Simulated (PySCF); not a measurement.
# One shape, several levels: doublet HCl−

Aim: a comparison of 4 runs (UHF/STO-3G, UHF/3-21G, UB3LYP/6-31G*, USCS-MP2/def2-TZVPPD) of doublet HCl−. 

Program for the calculation: PySCF 2.14.0.

1 further run of the same task is left out (set aside as unsound or not needed).

## 1. Starting point

The species is HCl− (2 atoms), meant as a doublet with charge -1. SMILES of the parent species: `Cl`. The shape is that of a PBE0-D4/def2-TZVP optimisation. That shape belongs to the parent species and isn't relaxed for this state.

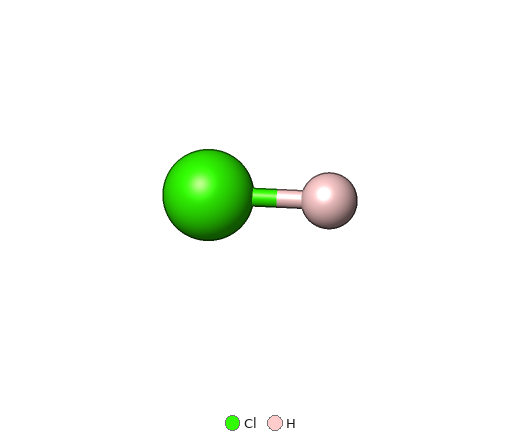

The structure, seen from a chosen angle (chlorine green, hydrogen pink).

## 2. The energy at UHF/STO-3G (run 1)

The input, geometry.xyz:

```xyz
2

Cl     0.546000    -0.178500     0.280800
H     -0.546000     0.178500    -0.280800
```

The input, input.py:

```python
from pyscf import gto, scf

system = gto.M(
    atom='geometry.xyz',
    basis='sto-3g',
    spin=1,
    max_memory=1860,
    verbose=3,
    charge=-1,
)

mf = scf.UHF(system)
mf.conv_tol = 1e-10
mf.kernel()
if not mf.converged:
    mf = mf.newton().run(mf.mo_coeff, mf.mo_occ)

e_tot = mf.e_tot
print('E(%s) = %.9f' % ('HF', e_tot))
```

Run with:

```bash
$ OMP_NUM_THREADS=1 python input.py
```

The log of the run:

```text
converged SCF energy = -454.744238186433  <S^2> = 0.75  2S+1 = 2
E(HF) = -454.744238186
```

It took 0.7 s on 1 thread of Arm Neoverse V1, shared host; peak memory 0.1 GiB.

## 3. A single-point energy at UHF/3-21G (run 2)

The input, run.py:

```python
from pyscf import gto

mol = gto.Mole()
mol.atom = 'Cl 0.546000 -0.178500 0.280800; H -0.546000 0.178500 -0.280800'
mol.basis = '3-21g'
mol.max_memory = 1860
mol.charge = -1
mol.verbose = 3
mol.spin = 1
mol.build()

hf = mol.UHF()
hf.conv_tol = 1e-10
hf.kernel()
if not hf.converged:
    hf = hf.newton().run(hf.mo_coeff, hf.mo_occ)

e_final = hf.e_tot
print('Final energy', e_final)
```

Run with:

```bash
$ OMP_NUM_THREADS=1 python run.py
```

The log of the run:

```text
converged SCF energy = -457.717191479529  <S^2> = 0.75126938  2S+1 = 2.001269
Final energy -457.71719147952933
```

Wall time 0.89 s (1 thread of Arm Neoverse V1, shared host); peak memory 0.12 GiB.

Run 3 isn't shown in full; the table further down has it.

## 4. The energy at USCS-MP2/def2-TZVPPD (run 4)

geometry.xyz, as its differences from that of step 2:

```diff
@@ -1,3 +1,3 @@
 2
-
+ClH
 Cl     0.546000    -0.178500     0.280800
```

The input, input.py:

```python
from pyscf import gto, mp

mol = gto.M(
    atom='geometry.xyz',
    max_memory=1860,
    verbose=3,
    charge=-1,
    spin=1,
    basis='def2-tzvppd',
)

mf = mol.UHF()
mf.conv_tol = 1e-10
mf.kernel()
if not mf.converged:
    mf = mf.newton().run(mf.mo_coeff, mf.mo_occ)

pt = mp.MP2(mf, frozen=5).run()
e_tot = mf.e_tot + 1.2 * pt.e_corr_os + pt.e_corr_ss / 3
print('E(%s) = %.9f' % ('SCS-MP2', e_tot))
```

Run with:

```bash
$ OMP_NUM_THREADS=1 python input.py
```

The log of the run:

```text
converged SCF energy = -460.034702017695  <S^2> = 0.75082798  2S+1 = 2.0008278
E(UMP2) = -460.249084150549  E_corr = -0.214382132854499
E(SCS-UMP2) = -460.246276146532  E_corr = -0.211574128837633
E(SCS-MP2) = -460.246276147
```

Wall time 1.5 s (1 thread of Arm Neoverse V1, shared host); peak memory 0.14 GiB.

## 5. Overview of the runs

```
run                                level  integration grid  frozen core orbitals  energy (Eh)  HOMO energy (eV)  LUMO energy (eV)   ⟨S²⟩  wall time
  1                           UHF/STO-3G                 –                     –  -454.744238             10.44             27.21  0.750      0.7 s
  2                            UHF/3-21G                 –                     –  -457.717191              3.61             15.17  0.751     0.89 s
  3  UB3LYP/6-31G* (spherical functions)                 5                     –  -460.670073              6.41              9.69  0.751        2 s
  4                 USCS-MP2/def2-TZVPPD                 –                     5  -460.246276              1.63              6.05  0.751      1.5 s
```

## 6. Results

```
                                                         quantity          value
                                              run 4: total energy  -460.24628 Eh
run 4: HOMO energy (Hartree–Fock orbitals) (highest over α and β)        1.63 eV
 run 4: LUMO energy (Hartree–Fock orbitals) (lowest over α and β)        6.05 eV
               run 4: correlation energy (5 core orbitals frozen)     -211.6 mEh
                         run 4: ⟨S²⟩ of the reference determinant          0.751
```

What this shows: In runs 1, 2, 3, 4 the HOMO lies above zero, so the outermost electron may be held by the basis alone. In run 1 the basis is minimal, so the values are rough. All runs together took 5.1 s, the longest 2 s.
